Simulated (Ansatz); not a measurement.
```
Zr Hf S
1.0
     9.05487    0.00000    0.00000
     0.00000    0.00000   -9.05487
     0.00000    9.05487    0.00000
Zr Hf S
8 4 16
Cartesian
  6.7912 2.2637 -6.7912
  2.2637 6.7912 -6.7912
  2.2637 2.2637 -2.2637
  6.7912 6.7912 -2.2637
  4.5274 0.0000 -4.5274
  0.0000 4.5274 -4.5274
  0.0000 0.0000 0.0000
  4.5274 4.5274 0.0000
  0.0000 0.0000 -4.5274
  4.5274 4.5274 -4.5274
  4.5274 0.0000 0.0000
  0.0000 4.5274 0.0000
  3.2005 1.3269 -5.8543
  7.7280 5.8543 -5.8543
  7.7280 1.3269 -1.3269
  3.2005 5.8543 -1.3269
  1.3269 1.3269 -7.7280
  5.8543 5.8543 -7.7280
  5.8543 1.3269 -3.2005
  1.3269 5.8543 -3.2005
  1.3269 3.2005 -5.8543
  5.8543 7.7280 -5.8543
  5.8543 3.2005 -1.3269
  1.3269 7.7280 -1.3269
  3.2005 3.2005 -7.7280
  7.7280 7.7280 -7.7280
  7.7280 3.2005 -3.2005
  3.2005 7.7280 -3.2005
```

Space group F-43m; a structure generated by program, which may or may not match a known phase; spin-polarised.

The calculation used DFT PBE, scalar-relativistic, plane waves, PAW (Ansatz 0.2.0).

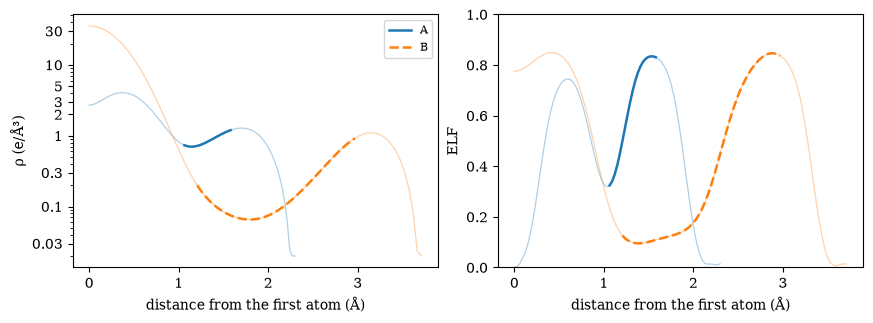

HfZr2S4. Valence electron density and ELF along straight lines between neighbouring atoms. Thin, pale parts lie inside the atomic spheres.

In a PAW calculation such maps are meaningful between the atoms, not at the nuclei.

**Which curve belongs to which contact (Hf–S and Zr–S)? The first atom named is at distance zero.**

Curve A: Zr–S (2.30 Å): ρ is about 0.7 e/Å³ halfway; the ELF peaks at about 0.85 in the valence shell of S, 0.8 Å from its nucleus, and is about 0.40 at the midpoint. Curve B: Hf–S (3.71 Å): the density is about 0.07 e/Å³ at the midpoint; the ELF is about 0.15 at the midpoint; no localised pair shows between them.
